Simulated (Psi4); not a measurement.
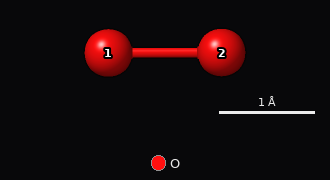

Fig. 1: The starting structure (ball-and-stick view, seen on its broad side; atoms are numbered from 1 in the order of the input).

**Geometry relaxation of O₂ (part 1 of 4)**

System: O₂, multiplicity 3.
Method: PBE/def2-SVP, UKS (Psi4 1.11).

The geometry comes from this level: PBE0-D4/def2-TZVP.

What the program printed:
```
Psi4 1.11 release

gradient() will perform analytic gradient computation.

   => Loading Basis Set <=

    Name: DEF2-SVP
    Role: ORBITAL
    Keyword: BASIS

         ---------------------------------------------------------
                                   SCF
                              UKS Reference
                        1 Threads,   1525 MiB Core
         ---------------------------------------------------------

  ==> Geometry <==

    Molecular point group: c1
    Full point group: D_inf_h

    Geometry (in Angstrom), charge = 0, multiplicity = 3:

       Center              X                  Y                   Z               Mass
    ------------   -----------------  -----------------  -----------------  -----------------
         O            0.596403158526    -0.000000000000     0.000000000000    15.994914619570
         O           -0.596403158526     0.000000000000    -0.000000000000    15.994914619570

  Running in c1 symmetry.

  Rotational constants: A = ************  B =      1.48151  C =      1.48151 [cm^-1]
  Rotational constants: A = ************  B =  44414.56448  C =  44414.56448 [MHz]
  Nuclear repulsion =   28.392993060744768

  Charge       = 0
  Multiplicity = 3
  Electrons    = 16
  Nalpha       = 9
  Nbeta        = 7

  ==> Algorithm <==

  SCF Algorithm Type is DF.
  DIIS enabled.
  MOM disabled.
  Fractional occupation disabled.
  Guess Type is SAD.
  Energy threshold   = 1.00e-08
  Density threshold  = 1.00e-08
  Integral threshold = 1.00e-12

  ==> Primary Basis <==

  Basis Set: DEF2-SVP
    Blend: DEF2-SVP
    Number of shells: 12
    Number of basis functions: 28
    Number of Cartesian functions: 30
    Spherical Harmonics?: true
    Max angular momentum: 2

  ==> DFT Potential <==

   => LibXC <=

    Version 7.1.2

   => Composite Functional: PBE <=

    PBE GGA Exchange-Correlation Functional

    Deriv               =              1
    GGA                 =           TRUE
    Meta                =          FALSE

    Exchange Hybrid     =          FALSE
    MP2 Hybrid          =          FALSE

   => Exchange Functionals <=

    1.0000     XC_GGA_X_PBE

   => Correlation Functionals <=

    1.0000     XC_GGA_C_PBE

   => LibXC Density Thresholds  <==

    XC_GGA_C_PBE:  1.00E-12
    XC_GGA_X_PBE:  1.00E-15

   => Molecular Quadrature <=

    Radial Scheme          =       TREUTLER
    Pruning Scheme         =           NONE
    Nuclear Scheme         =       TREUTLER

    Blocking Scheme        =         OCTREE
    BS radius alpha        =              1
    Pruning alpha          =              1
    Radial Points          =             99
    Spherical Points       =            590
    Total Points           =         106904
    Total Blocks           =            880
    Max Points             =            256
    Max Functions          =             28
    Weights Tolerance      =       1.00E-15

   => Loading Basis Set <=

    Name: CC-PVTZ-JKFIT
    Role: JKFIT
    Keyword: DF_BASIS_SCF

  ==> Integral Setup <==

  DFHelper Memory: AOs need 0.001 GiB; user supplied 1.036 GiB.
  SCF_SUBTYPE=INCORE selected. In-core MEM_DF algorithm will be used.
  Using in-core AOs.

  ==> MemDFJK: Density-Fitted J/K Matrices <==

    J tasked:                   Yes
    K tasked:                    No
    wK tasked:                   No
    Memory [MiB]:              1060
    Algorithm:                 Core
    Schwarz Cutoff:           1E-12
    Mask sparsity (%):       0.0000
    Fitting Condition:        1E-10

   => Auxiliary Basis Set <=

  Basis Set: CC-PVTZ-JKFIT
    Blend: CC-PVTZ-JKFIT
    Number of shells: 50
    Number of basis functions: 158
    Number of Cartesian functions: 192
    Spherical Harmonics?: true
    Max angular momentum: 4

  Cached 100.0% of DFT collocation blocks in 0.082 [GiB].

  Minimum eigenvalue in the overlap matrix is 1.4183728739E-02.
  Reciprocal condition number of the overlap matrix is 4.6272388993E-03.
    Using symmetric orthogonalization.

  ==> Pre-Iterations <==

  SCF Guess: Superposition of Atomic Densities via on-the-fly atomic UHF (no occupation information).

   -------------------------
    Irrep   Nso     Nmo
   -------------------------
     A         28      28
   -------------------------
    Total      28      28
   -------------------------

  ==> Iterations <==

                           Total Energy        Delta E     RMS |[F,P]|

   @DF-UKS iter SAD:  -149.83807514067232   -1.49838e+02   0.00000e+00
   @DF-UKS iter   1:  -150.04576490710599   -2.07690e-01   7.93239e-03 DIIS/ADIIS
   @DF-UKS iter   2:  -150.05512827620169   -9.36337e-03   5.69965e-03 DIIS/ADIIS
   @DF-UKS iter   3:  -150.06500405914699   -9.87578e-03   8.26831e-04 DIIS/ADIIS
   @DF-UKS iter   4:  -150.06520124846560   -1.97189e-04   1.26180e-04 DIIS/ADIIS
   @DF-UKS iter   5:  -150.06520641408332   -5.16562e-06   3.30555e-06 DIIS
   @DF-UKS iter   6:  -150.06520642002354   -5.94022e-09   1.69288e-07 DIIS
   @DF-UKS iter   7:  -150.06520642003548   -1.19371e-11   1.27801e-08 DIIS
   @DF-UKS iter   8:  -150.06520642003557   -8.52651e-14   6.42523e-10 DIIS
  Energy and wave function converged.

  ==> Post-Iterations <==

   Electrons on quadrature grid:
      Nalpha   =    8.9999999907 ; deviation = -9.342e-09
      Nbeta    =    6.9999999815 ; deviation = -1.849e-08
      Ntotal   =   15.9999999722 ; deviation = -2.784e-08

   @Spin Contamination Metric:   3.065143639E-03
   @S^2 Expected:                2.000000000E+00
   @S^2 Observed:                2.003065144E+00
   @S   Expected:                1.000000000E+00
   @S   Observed:                1.000000000E+00

    Orbital Energies [Eh]
    ---------------------

    Alpha Occupied:

       1A    -18.894173     2A    -18.893723     3A     -1.203194
       4A     -0.717500     5A     -0.492967     6A     -0.492967
       7A     -0.484762     8A     -0.232970     9A     -0.232970

    Alpha Virtual:

      10A      0.187412    11A      0.676292    12A      0.763933
      13A      0.763933    14A      0.772795    15A      0.848464
      16A      0.881107    17A      0.881107    18A      1.117102
      19A      1.999329    20A      1.999329    21A      2.249328
      22A      2.249328    23A      2.553748    24A      2.553748
      25A      2.705352    26A      3.209535    27A      3.209535
      28A      3.708486

    Beta Occupied:

       1A    -18.868410     2A    -18.867988     3A     -1.160042
       4A     -0.653028     5A     -0.449489     6A     -0.423264
       7A     -0.423264

    Beta Virtual:

       8A     -0.147623     9A     -0.147623    10A      0.227932
      11A      0.707324    12A      0.796927    13A      0.814766
      14A      0.814766    15A      0.862231    16A      0.934108
      17A      0.934108    18A      1.152661    19A      2.037302
      20A      2.037302    21A      2.328200    22A      2.328200
      23A      2.639429    24A      2.639429    25A      2.746867
      26A      3.260957    27A      3.260957    28A      3.744327

    Final Occupation by Irrep:
              A
    DOCC [     7 ]
    SOCC [     2 ]
    NA   [     9 ]
    NB   [     7 ]

  @DF-UKS Final Energy:  -150.06520642003557

   => Energetics <=

    Nuclear Repulsion Energy =             28.3929930607447680
    One-Electron Energy =                -262.3534325765564290
    Two-Electron Energy =                 100.7996936048599963
    DFT Exchange-Correlation Energy =     -16.9044605090839042
    Empirical Dispersion Energy =           0.0000000000000000
    VV10 Nonlocal Energy =                  0.0000000000000000
    Total Energy =                       -150.0652064200355653

  UHF NO Occupations:
  HONO-2 :    7  A 1.9995169
  HONO-1 :    8  A 1.0000000
  HONO-0 :    9  A 1.0000000
  LUNO+0 :   10  A 0.0004831
  LUNO+1 :   11  A 0.0004831
  LUNO+2 :   12  A 0.0003967
  LUNO+3 :   13  A 0.0001528

Computation Completed

Properties will be evaluated at   0.000000,   0.000000,   0.000000 [a0]

Properties computed using the SCF density matrix

 Multipole Moments:

 ------------------------------------------------------------------------------------
     Multipole            Electronic (a.u.)      Nuclear  (a.u.)        Total (a.u.)
 ------------------------------------------------------------------------------------

 L = 1.  Multiply by 2.5417464519 to convert [e a0] to [Debye]
 Dipole X            :          0.0000000            0.0000000            0.0000000
 Dipole Y            :          0.0000000            0.0000000            0.0000000
 Dipole Z            :          0.0000000            0.0000000            0.0000000
 Magnitude           :                                                    0.0000000

 ------------------------------------------------------------------------------------

	total time  =          3 seconds =       0.05 minutes

         ------------------------------------------------------------
                                   SCF GRAD
         ------------------------------------------------------------

  ==> Geometry <==

    Molecular point group: c1
    Full point group: D_inf_h

    Geometry (in Angstrom), charge = 0, multiplicity = 3:

       Center              X                  Y                   Z               Mass
    ------------   -----------------  -----------------  -----------------  -----------------
         O            0.596403158526    -0.000000000000     0.000000000000    15.994914619570
         O           -0.596403158526     0.000000000000    -0.000000000000    15.994914619570

  Nuclear repulsion =   28.392993060744768

  ==> Basis Set <==

  Basis Set: DEF2-SVP
    Blend: DEF2-SVP
    Number of shells: 12
    Number of basis functions: 28
    Number of Cartesian functions: 30
    Spherical Harmonics?: true
    Max angular momentum: 2

  ==> DFJKGrad: Density-Fitted SCF Gradients <==

    Gradient:                    1
    J tasked:                  Yes
    K tasked:                   No
    wK tasked:                  No
    Integrals threads:           1
    Memory [MiB]:             1144
    Schwarz Cutoff:          1E-12
    Fitting Condition:       1E-10

   => Auxiliary Basis Set <=

  Basis Set: CC-PVTZ-JKFIT
    Blend: CC-PVTZ-JKFIT
    Number of shells: 50
    Number of basis functions: 158
    Number of Cartesian functions: 192
    Spherical Harmonics?: true
    Max angular momentum: 4

   => Molecular Quadrature <=

    Radial Scheme          =       TREUTLER
    Pruning Scheme         =           NONE
    Nuclear Scheme         =       TREUTLER

    Blocking Scheme        =         OCTREE
    BS radius alpha        =              1
    Pruning alpha          =              1
    Radial Points          =             99
    Spherical Points       =            590
    Total Points           =         106904
    Total Blocks           =            880
    Max Points             =            256
    Max Functions          =             28
    Weights Tolerance      =       1.00E-15

  -Total Gradient:
     Atom            X                  Y                   Z
    ------   -----------------  -----------------  -----------------
       1       -0.033455819289     0.000000000000    -0.000000000000
       2        0.033455819289    -0.000000000000    -0.000000000000

	total time  =          0 seconds =       0.00 minutes

    			-----------------------------------------

    			 OPTKING 3.0: for geometry optimizations

    			        with contributions from

    			-----------------------------------------

	                            ===> Fragment 1 <==

	 Z (Atomic Numbers)          Masses                          Geom
	       8.000000            15.994915          1.12703863 -0.00000000  0.00000000
	       8.000000            15.994915         -1.12703863  0.00000000 -0.00000000

	 - Coordinate -           - BOHR/RAD -       - ANG/DEG -
	 R(1,2)           =         2.254077           1.192806

	        --- Internal Coordinate Step in ANG or DEG, aJ/ANG or AJ/DEG ---
	-------------------------------------------------------------------------------
	           Coordinate      Previous         Force          Change          New
	           ----------      --------        ------          ------        ------
	               R(1,2)       1.19281        0.27563        0.01630       1.20910
	-------------------------------------------------------------------------------

	                                 ==> Convergence Check <==

	Measures of convergence in internal coordinates in au.

	Criteria marked as inactive (o), active & met (*), and active & unmet ( ).

	----------------------------------------------------------------------------------------------~
	   Step    Total Energy     Delta E     Max Force     RMS Force      Max Disp      RMS Disp   ~
	----------------------------------------------------------------------------------------------~
	  Convergence Criteria              o    1.50e-05 *    1.00e-05 *    6.00e-05 *    4.00e-05 *~
	----------------------------------------------------------------------------------------------~
	     1    -150.06520642   -1.50e+02 o    3.35e-02      3.35e-02      3.08e-02      3.08e-02    ~
	----------------------------------------------------------------------------------------------

Next Geometry in Ang
	Fragment 1 (Ang)

	    O   0.6045522874  -0.0000000000   0.0000000000
	    O  -0.6045522874   0.0000000000  -0.0000000000

    Structure for next step:
    Molecular point group: c1
    Full point group: D_inf_h

    Geometry (in Angstrom), charge = 0, multiplicity = 3:

    O            0.604552287442    -0.000000000000     0.000000000000
    O           -0.604552287442     0.000000000000    -0.000000000000

gradient() will perform analytic gradient computation.

  ==> Geometry <==

    Molecular point group: c1
    Full point group: D_inf_h

    Geometry (in Angstrom), charge = 0, multiplicity = 3:

       Center              X                  Y                   Z               Mass
    ------------   -----------------  -----------------  -----------------  -----------------
         O            0.604552287442    -0.000000000000     0.000000000000    15.994914619570
         O           -0.604552287442     0.000000000000    -0.000000000000    15.994914619570

  Running in c1 symmetry.

  Rotational constants: A = ************  B =      1.44184  C =      1.44184 [cm^-1]
  Rotational constants: A = ************  B =  43225.25261  C =  43225.25261 [MHz]
  Nuclear repulsion =   28.010266594275620

  Charge       = 0
  Multiplicity = 3
  Electrons    = 16
  Nalpha       = 9
  Nbeta        = 7

  ==> Algorithm <==

  SCF Algorithm Type is DF.
  DIIS enabled.
  MOM disabled.
  Fractional occupation disabled.
  Guess Type is READ.
  Energy threshold   = 1.00e-08
  Density threshold  = 1.00e-08
  Integral threshold = 1.00e-12

   => Molecular Quadrature <=

    Radial Scheme          =       TREUTLER
    Pruning Scheme         =           NONE
    Nuclear Scheme         =       TREUTLER

    Blocking Scheme        =         OCTREE
    BS radius alpha        =              1
    Pruning alpha          =              1
    Radial Points          =             99
    Spherical Points       =            590
    Total Points           =         106928
    Total Blocks           =            872
    Max Points             =            256
    Max Functions          =             28
    Weights Tolerance      =       1.00E-15

   => Loading Basis Set <=

    Name: DEF2-SVP
    Role: ORBITAL
    Keyword: BASIS

  Reading orbitals from file scr/job.molecule1.36026.180.npy, no projection.

   => Auxiliary Basis Set <=

  Basis Set: CC-PVTZ-JKFIT
    Blend: CC-PVTZ-JKFIT
    Number of shells: 50
    Number of basis functions: 158
    Number of Cartesian functions: 192
    Spherical Harmonics?: true
    Max angular momentum: 4

  Cached 100.0% of DFT collocation blocks in 0.082 [GiB].

  Minimum eigenvalue in the overlap matrix is 1.5140434381E-02.
  Reciprocal condition number of the overlap matrix is 4.9689197723E-03.
    Using symmetric orthogonalization.

  ==> Pre-Iterations <==

  SCF Guess: Orbitals guess was supplied from a previous computation.

   -------------------------------------------------------
    Irrep   Nso     Nmo     Nalpha   Nbeta   Ndocc  Nsocc
   -------------------------------------------------------
     A         28      28       9       7       7       2
   -------------------------------------------------------
    Total      28      28       9       7       7       2
   -------------------------------------------------------

  ==> Iterations <==

                           Total Energy        Delta E     RMS |[F,P]|
```
